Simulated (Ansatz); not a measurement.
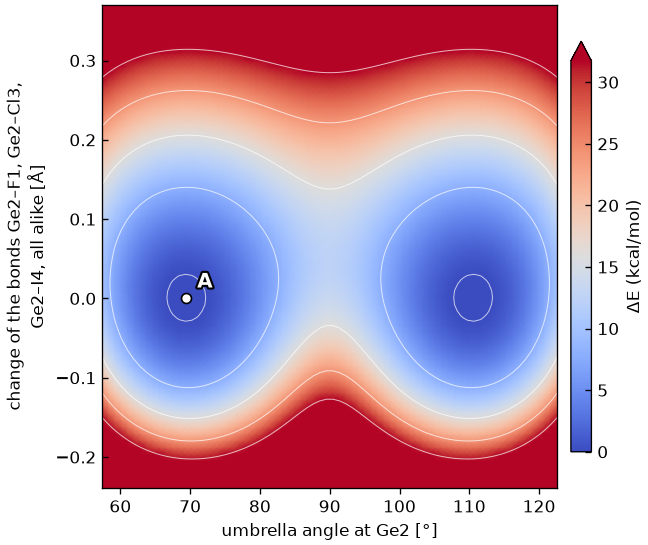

ClFGeI, SMILES [F][Ge]([Cl])[I], spin multiplicity 2. 
- Coordinates scanned: (1) umbrella angle at Ge2 (between each of its bonds and their common axis; 90 is planar); (2) change of the bonds Ge2–F1, Ge2–Cl3, Ge2–I4, all alike.
- Nothing is relaxed (all other coordinates rigid).
- Grid: 15 × 15 points; 120 points were computed and 105 follow by symmetry.
- Points are written as (first, second).
- Energies are in kcal/mol, from the lowest grid point.
- Computed with Ansatz, UKS PBE-D4/def2-SVP.

The picture shows a smooth colour map with a few white contour lines, one colour for all values above the top of the scale, the point A. Between grid points the surface is interpolated.

### What is the easiest way out of the well at A, and how high is the barrier?

The easiest path leads from the well at about (69°, 0.00 Å) to a well of about the same depth at about (111°, 0.00 Å). Its highest point lies about 13 kcal/mol above the bottom of the first well on the interpolated surface, at about (90°, 0.05 Å). The start is the relaxed structure and all else is held, so a fully relaxed path at this level can only be lower.

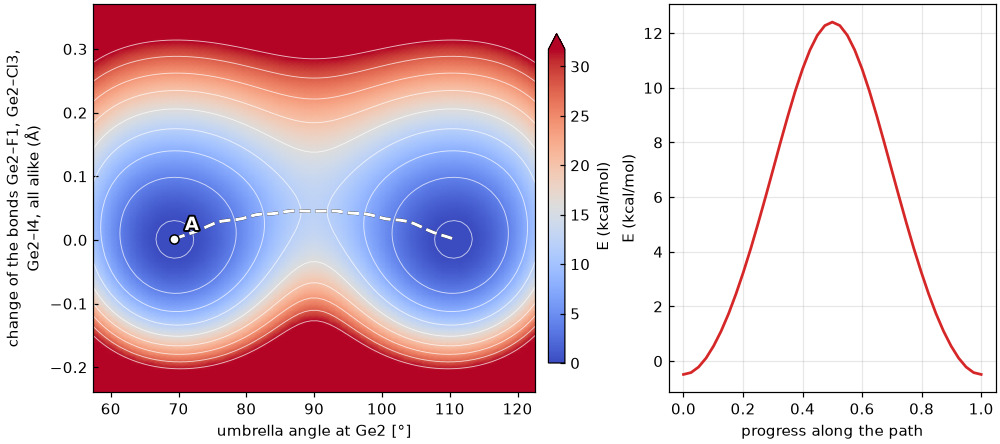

Drawn: a smooth colour map with a few white contour lines, a line along the lowest path, one colour for all values above the top of the scale, the energy along the path at the right. Between grid points the surface is interpolated.
